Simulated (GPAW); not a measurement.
## Screening of a field by NbGe2As4 monolayer

Aim: the dipole that a field along the normal induces in NbGe2As4 monolayer.

Method: GPAW, PAW setups; layer in a repeated cell with vacuum, relaxation of atoms and in-plane cell, in the first sound run; inputs show where later runs differ, in GPAW 26.7.0.

## (1) The structure

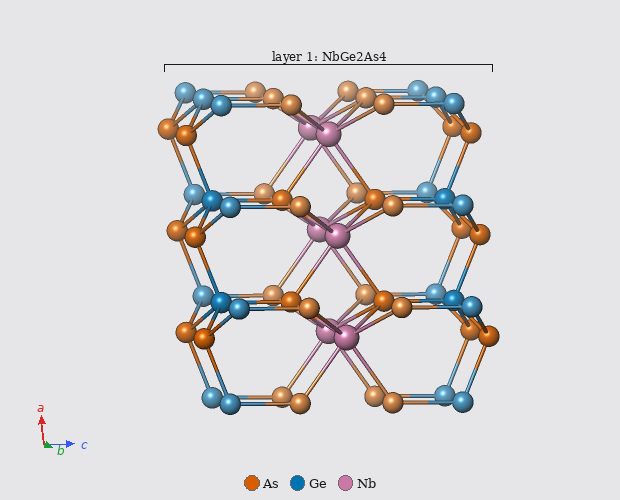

The starting structure, seen from the side, with the c axis across the page (arsenic orange, germanium blue, niobium pink). 2×1×1 cells are drawn. Some periodic images of atoms are drawn too.

The cell holds 7 atoms: 4 As, 2 Ge and 1 Nb. Cell: a = 3.730 Å, b = 3.730 Å, c = 27.441 Å, α = 90.0°, β = 90.0°, γ = 120.0°. Vacuum lies along c.

## (2) Relaxation

The atoms are relaxed first, since the surface dipole, and with it the work function, follows the positions of the outer layers.

Input file run.py:

```python
import json
import numpy as np
from ase import Atoms
from ase.filters import FrechetCellFilter
from ase.optimize import BFGS
from gpaw import GPAW, PW

slab = Atoms(
    ['As', 'Ge', 'As', 'Nb', 'As', 'Ge', 'As'],
    positions=[
        [0.00000, 0.00000, 9.00000],
        [-0.00000, 2.15352, 9.86300],
        [-0.00000, 2.15352, 12.18300],
        [0.00000, 0.00000, 13.72043],
        [-0.00000, 2.15352, 15.25785],
        [-0.00000, 2.15352, 17.57785],
        [0.00000, 0.00000, 18.44085]],
    cell=[[3.73, 0.0, 0.0], [-1.865, 3.23027, 0.0], [0.0, 0.0, 27.4409]],
    pbc=[True, True, True],
    magmoms=[0.0, 0.0, 0.0, 1.0, 0.0, 0.0, 0.0])

slab.calc = GPAW(mode=PW(600), xc='PBE', kpts={'size': (9, 9, 1), 'gamma': True},
                 occupations={'name': 'fermi-dirac', 'width': 0.05}, nbands='200%',
                 convergence={'density': 1e-05}, maxiter=200,
                 symmetry={'tolerance': 1e-3}, txt='slab.txt')
result = {}
# The in-plane cell is free; stress needs a cell that repeats along all three vectors
path = []
opt = BFGS(FrechetCellFilter(slab, mask=[1, 1, 0, 0, 0, 1]), maxstep=0.2)
opt.attach(lambda: path.append((slab.get_potential_energy(), slab.positions.tolist(), slab.get_forces().tolist())))
result['relaxed'] = bool(opt.run(fmax=0.02, steps=45))
result['path'] = path
result['cell'] = slab.cell.tolist()
print('in-plane lattice', slab.cell.cellpar().round(4)[[0, 1, 5]])
energy = slab.get_potential_energy()
fermi = slab.calc.get_fermi_level()
v = slab.calc.get_electrostatic_potential().mean((0, 1)) - fermi
n = slab.calc.get_pseudo_density().mean((0, 1))
L = slab.cell[2, 2]
z = np.arange(len(v)) * L / len(v)
low, high = slab.positions[:, 2].min(), slab.positions[:, 2].max()
below, above = np.interp([low - 6.8, high + 6.8], z, v)
slopes = [np.interp(x, z, np.gradient(v, z)) for x in (low - 6.8, high + 6.8)]
eps = np.array([[slab.calc.get_eigenvalues(k, s) for k in range(len(slab.calc.get_ibz_k_points()))]
                for s in range(slab.calc.get_number_of_spins())]) - fermi
top, bottom = eps[eps < 0].max(), eps[eps > 0].min()
dipole = slab.get_dipole_moment()[2]
print(f'energy {energy:.4f} eV, Fermi level {fermi:.4f} eV, dipole {dipole:.5f} e A')
print(f'potential 6.8 A off the faces, from the Fermi level: lower {below:.4f} eV, upper {above:.4f} eV')
print(f'slope of the potential there: lower {slopes[0]:.5f}, upper {slopes[1]:.5f} eV/A')
print(f'nearest levels on the mesh: {top:.4f} and {bottom:.4f} eV')
print('magnetic moment', round(slab.get_magnetic_moment(), 3))
result.update(energy=energy, fermi=fermi, dipole=dipole, below=below, above=above, slopes=slopes, edges=[top, bottom],
              z=z.tolist(), v=v.tolist(), n=n.tolist(), positions=slab.positions.tolist(),
              forces=slab.get_forces(apply_constraint=False).tolist(), moments=slab.get_magnetic_moments().tolist())
json.dump(result, open('result.json', 'w'))
```

Run with:

```bash
$ OMP_NUM_THREADS=1 OPENBLAS_NUM_THREADS=1 python run.py
```

Log:

```text
Step          Energy          fmax
BFGS:    0      -37.781010        3.009431
BFGS:    1      -38.161887        2.435038
BFGS:    2      -38.746715        0.893437
BFGS:    3      -38.769114        0.671849
BFGS:    4      -38.836013        0.565047
BFGS:    5      -38.878105        0.523771
BFGS:    6      -38.913273        0.350417
BFGS:    7      -38.923308        0.242233
BFGS:    8      -38.928350        0.197155
BFGS:    9      -38.931492        0.200041
BFGS:   10      -38.934044        0.180081
BFGS:   11      -38.937812        0.184971
BFGS:   12      -38.942364        0.182949
BFGS:   13      -38.945167        0.097087
BFGS:   14      -38.945912        0.022011
BFGS:   15      -38.945982        0.001737
in-plane lattice [  3.761   3.761 120.   ]
energy -38.9346 eV, Fermi level 0.1101 eV, dipole 0.00044 e A
potential 6.8 A off the faces, from the Fermi level: lower 5.0275 eV, upper 5.0297 eV
slope of the potential there: lower -0.00074, upper -0.00048 eV/A
nearest levels on the mesh: -0.0454 and 0.0022 eV
magnetic moment -0.0
```

Run time: 83 min. Hardware: 1 thread of Arm Neoverse V1, shared host; peak memory 0.88 GiB.

This step gave:

```yaml
dipole_along_the_normal: 4.43e-4 e·Å
levels_nearest_the_fermi_level_on_the_mesh: -0.04535, 0.002155 eV from the Fermi level
sum_of_the_site_moments: 0 μB
```

The electrostatic potential energy of an electron (without an applied field's), less the Fermi level, planar mean oscillates, so the rows of the table below give means over windows of 1.8 Å about each position, cut where the curve ends. Its maxima inside the range that stand out by 2 % of the span (Å: eV): 9.2: -8.61, 11.1: 2.55, 12.9: -5.32, 14.6: -5.32, 16.4: 2.55, 18.3: -8.60. Its minima: 8.7: -13.1, 9.7: -12.6, 12.3: -11.7, 13.7: -15.5, 15.2: -11.7, 17.8: -12.6, 18.8: -13.1.

The electrostatic potential energy of an electron (without an applied field's), less the Fermi level, planar mean by z; means over each step:

```
z (Å)  electrostatic potential energy of an electron (without an applied field's), less the Fermi level, planar mean (eV)
 0.90                                                                                                                5.03
 2.70                                                                                                                5.03
 4.50                                                                                                                5.02
 6.30                                                                                                                4.86
 8.10                                                                                                               -4.42
 9.90                                                                                                               -6.86
11.70                                                                                                               -3.88
13.50                                                                                                               -9.87
15.30                                                                                                               -5.92
17.10                                                                                                               -4.03
18.90                                                                                                               -7.49
20.70                                                                                                                4.47
22.50                                                                                                                5.03
24.30                                                                                                                5.03
26.10                                                                                                                5.03
```

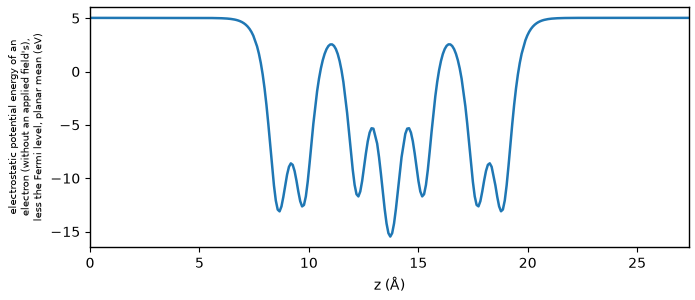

Electrostatic potential energy of an electron (without an applied field's), less the Fermi level, planar mean, plotted against z.

The pseudo valence density, planar mean oscillates, so the rows of the table below give means over windows of 2 Å about each position, cut where the curve ends. Its maxima inside the range that stand out by 2 % of the span (Å: e/Å³): 8.2: 0.240, 9.3: 0.401, 10.3: 0.207, 11.8: 0.236, 13.7: 1.00, 15.6: 0.236, 17.2: 0.207, 18.2: 0.401, 19.2: 0.240. Its minima: 8.6: 0.168, 9.8: 0.0590, 11.0: 0.108, 12.2: 0.163, 15.3: 0.163, 16.5: 0.108, 17.7: 0.0590, 18.9: 0.168.

The pseudo valence density, planar mean by z; means over each step:

```
z (Å)  pseudo valence density, planar mean (e/Å³)
    4                                      1.3e-5
    6                                     0.00366
    8                                       0.163
   10                                       0.199
   12                                       0.226
   14                                       0.584
   16                                       0.167
   18                                       0.232
   20                                      0.0980
   22                                      7.7e-4
   24                                      2.8e-6
```

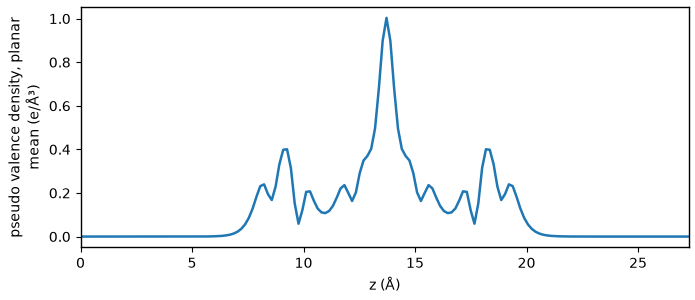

Pseudo valence density, planar mean, plotted against z.

The relaxation lowered the energy of the cell by 1.17 eV (energies extrapolated to zero smearing; the optimiser's log prints free energies). The largest force left on a free atom is 0.0017 eV/Å.

## (3) The slab's potential

With the geometry fixed, the planar mean of the potential gives the vacuum level on each side.

This step: GPAW, PAW setups; slab in vacuum (GPAW 26.7.0).

The cell differs from the one that the last finished run ended in (c 27.441 → 28.246 Å).

run.py, as its differences from that of step 2:

```diff
@@ -3,4 +3,2 @@
 from ase import Atoms
-from ase.filters import FrechetCellFilter
-from ase.optimize import BFGS
 from gpaw import GPAW, PW
@@ -11,25 +9,18 @@
         [0.00000, 0.00000, 9.00000],
-        [-0.00000, 2.15352, 9.86300],
-        [-0.00000, 2.15352, 12.18300],
-        [0.00000, 0.00000, 13.72043],
-        [-0.00000, 2.15352, 15.25785],
-        [-0.00000, 2.15352, 17.57785],
-        [0.00000, 0.00000, 18.44085]],
-    cell=[[3.73, 0.0, 0.0], [-1.865, 3.23027, 0.0], [0.0, 0.0, 27.4409]],
-    pbc=[True, True, True],
+        [-0.00000, 2.17144, 10.15501],
+        [-0.00000, 2.17144, 12.62836],
+        [-0.00000, 0.00000, 14.12319],
+        [-0.00000, 2.17144, 15.61801],
+        [-0.00000, 2.17144, 18.09136],
+        [-0.00000, -0.00000, 19.24636]],
+    cell=[[3.76104, 0.0, 0.0], [-1.88052, 3.25715, 0.0], [0.0, 0.0, 28.2464]],
+    pbc=[True, True, False],
     magmoms=[0.0, 0.0, 0.0, 1.0, 0.0, 0.0, 0.0])
 
-slab.calc = GPAW(mode=PW(600), xc='PBE', kpts={'size': (9, 9, 1), 'gamma': True},
+slab.calc = GPAW(mode=PW(400), xc='PBE', kpts={'size': (9, 9, 1), 'gamma': True},
                  occupations={'name': 'fermi-dirac', 'width': 0.05}, nbands='200%',
                  convergence={'density': 1e-05}, maxiter=200,
+                 poissonsolver={'dipolelayer': 'xy'},
                  symmetry={'tolerance': 1e-3}, txt='slab.txt')
 result = {}
-# The in-plane cell is free; stress needs a cell that repeats along all three vectors
-path = []
-opt = BFGS(FrechetCellFilter(slab, mask=[1, 1, 0, 0, 0, 1]), maxstep=0.2)
-opt.attach(lambda: path.append((slab.get_potential_energy(), slab.positions.tolist(), slab.get_forces().tolist())))
-result['relaxed'] = bool(opt.run(fmax=0.02, steps=45))
-result['path'] = path
-result['cell'] = slab.cell.tolist()
-print('in-plane lattice', slab.cell.cellpar().round(4)[[0, 1, 5]])
 energy = slab.get_potential_energy()
```

Log:

```text
energy -38.9124 eV, Fermi level -0.0362 eV, dipole 0.00090 e A
potential 6.8 A off the faces, from the Fermi level: lower 5.0230 eV, upper 5.0339 eV
slope of the potential there: lower -0.00017, upper 0.00017 eV/A
nearest levels on the mesh: -0.0453 and 0.0021 eV
magnetic moment 0.0
```

Wall time 3.7 min (1 thread); peak memory 0.37 GiB.

This step gave:

```yaml
dipole_along_the_normal: 9.02e-4 e·Å
levels_nearest_the_fermi_level_on_the_mesh: -0.04533, 0.002064 eV from the Fermi level
upper_work_function: 5.034 eV
lower_work_function: 5.023 eV
```

The electrostatic potential energy of an electron (without an applied field's), less the Fermi level, planar mean oscillates, so the rows of the table below give means over windows of 1.78 Å about each position, cut where the curve ends. Its maxima inside the range that stand out by 2 % of the span (Å: eV): 9.6: -8.63, 11.4: 2.55, 13.3: -5.29, 15.0: -5.28, 16.8: 2.56, 18.6: -8.62. Its minima: 9.0: -13.0, 10.1: -12.6, 12.7: -11.7, 14.1: -15.5, 15.6: -11.7, 18.1: -12.6, 19.2: -13.0.

Table of electrostatic potential energy of an electron (without an applied field's), less the Fermi level, planar mean by z; means over each step:

```
z (Å)  electrostatic potential energy of an electron (without an applied field's), less the Fermi level, planar mean (eV)
 0.89                                                                                                                5.02
 2.67                                                                                                                5.02
 4.45                                                                                                                5.02
 6.23                                                                                                                4.98
 8.01                                                                                                               0.161
 9.79                                                                                                               -10.3
11.57                                                                                                              -0.767
13.35                                                                                                               -9.91
15.13                                                                                                               -8.95
16.91                                                                                                              -0.508
18.69                                                                                                               -10.8
20.47                                                                                                                2.12
22.25                                                                                                                5.01
24.03                                                                                                                5.03
25.81                                                                                                                5.03
27.59                                                                                                                5.03
```

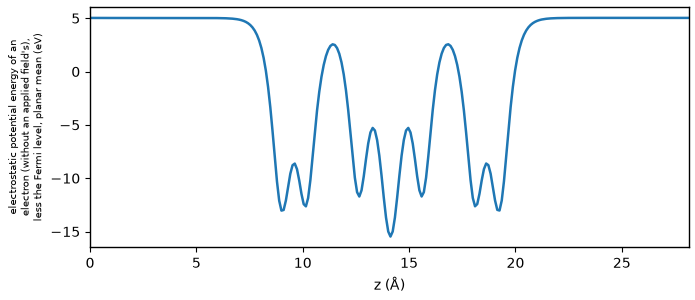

Electrostatic potential energy of an electron (without an applied field's), less the Fermi level, planar mean against z.

The pseudo valence density, planar mean oscillates, so the rows of the table below give means over windows of 2 Å about each position, cut where the curve ends. Its maxima inside the range that stand out by 2 % of the span (Å: e/Å³): 8.6: 0.243, 9.6: 0.407, 10.7: 0.211, 12.1: 0.233, 14.0: 0.962, 16.1: 0.233, 17.6: 0.211, 18.6: 0.407, 19.7: 0.243. Its minima: 9.0: 0.170, 10.3: 0.0710, 11.3: 0.108, 12.6: 0.165, 15.7: 0.165, 16.9: 0.108, 18.0: 0.0710, 19.2: 0.170.

Table of pseudo valence density, planar mean by z; means over each step:

```
z (Å)  pseudo valence density, planar mean (e/Å³)
    4                                      4.4e-6
    6                                     0.00122
    8                                       0.112
   10                                       0.229
   12                                       0.177
   14                                       0.592
   16                                       0.205
   18                                       0.216
   20                                       0.139
   22                                     0.00243
   24                                      8.7e-6
```

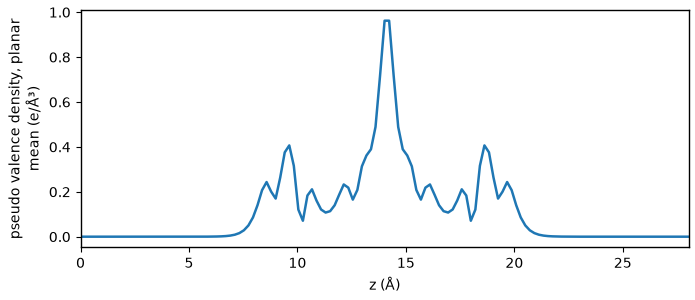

Pseudo valence density, planar mean, plotted against z.

The potential is flat to 1.7e-4 eV/Å where it is read, so the vacuum is wide enough.

## (4) Field on

A uniform field along the normal polarises the slab; the atoms stay fixed, so this is the electronic response alone.

run.py, as its differences from that of step 3:

```diff
@@ -4,2 +4,3 @@
 from gpaw import GPAW, PW
+from gpaw.external import ConstantElectricField
 
@@ -23,2 +24,3 @@
                  poissonsolver={'dipolelayer': 'xy'},
+                 external=ConstantElectricField(-0.2, [0, 0, 1]),
                  symmetry={'tolerance': 1e-3}, txt='slab.txt')
```

Log:

```text
energy -38.9294 eV, Fermi level -0.0379 eV, dipole -0.16914 e A
potential 6.8 A off the faces, from the Fermi level: lower 3.7820 eV, upper 6.2816 eV
slope of the potential there: lower -0.00019, upper 0.00014 eV/A
nearest levels on the mesh: -0.0453 and 0.0020 eV
magnetic moment 0.0
```

It took 14 min on 1 thread; peak memory 0.69 GiB.

Numbers from this step:

```
dipole along the normal                                         : -0.1691 e·Å
levels nearest the Fermi level on the mesh                      : -0.04531, 0.002017 eV from the Fermi level
potential below the slab, the applied field's own ramp left out : 3.782 eV from the Fermi level
potential above the slab, the applied field's own ramp left out : 6.282 eV from the Fermi level
```

The electrostatic potential energy of an electron (without an applied field's), less the Fermi level, planar mean oscillates, so the rows of the table below give means over windows of 1.83 Å about each position, cut where the curve ends. Its maxima inside the range that stand out by 2 % of the span (Å: eV): 9.6: -9.50, 11.4: 2.02, 13.3: -5.45, 15.0: -5.12, 16.8: 3.09, 18.6: -7.75, 26.5: 6.28. Its minima: 9.0: -14.0, 10.1: -13.4, 12.7: -12.0, 14.1: -15.5, 15.6: -11.4, 18.1: -11.9, 19.2: -12.0.

Electrostatic potential energy of an electron (without an applied field's), less the Fermi level, planar mean against z; means over each step:

```
z (Å)  electrostatic potential energy of an electron (without an applied field's), less the Fermi level, planar mean (eV)
 0.92                                                                                                                3.91
 2.75                                                                                                                3.78
 4.58                                                                                                                3.78
 6.41                                                                                                                3.72
 8.23                                                                                                               -3.22
10.07                                                                                                               -9.24
11.89                                                                                                               -3.10
13.73                                                                                                               -10.1
15.55                                                                                                               -6.27
17.38                                                                                                               -2.59
19.21                                                                                                               -7.08
21.05                                                                                                                5.58
22.88                                                                                                                6.28
24.70                                                                                                                6.28
26.54                                                                                                                6.28
```

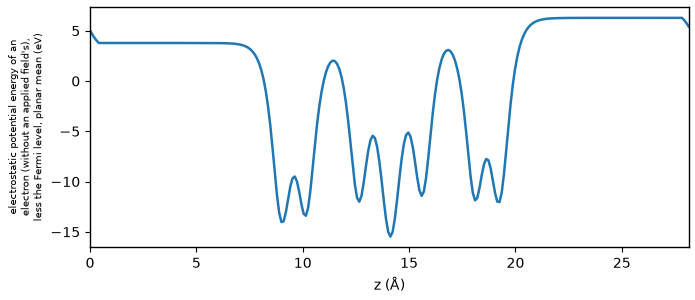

Electrostatic potential energy of an electron (without an applied field's), less the Fermi level, planar mean against z.

The dipole is now -0.169 e Å, against 9.0e-4 in the run without a field.

[end of part 1 of 2]

[Logs are printed without paths, hosts, clocks, repeated set-up lines and the standing remarks that a program may print on its own settings, such as how far it seeks lower states.]

[Hosts, paths, dates, database ids (printed as entryN), source tags and the programs' standing remarks are cut or masked in the printed files.]
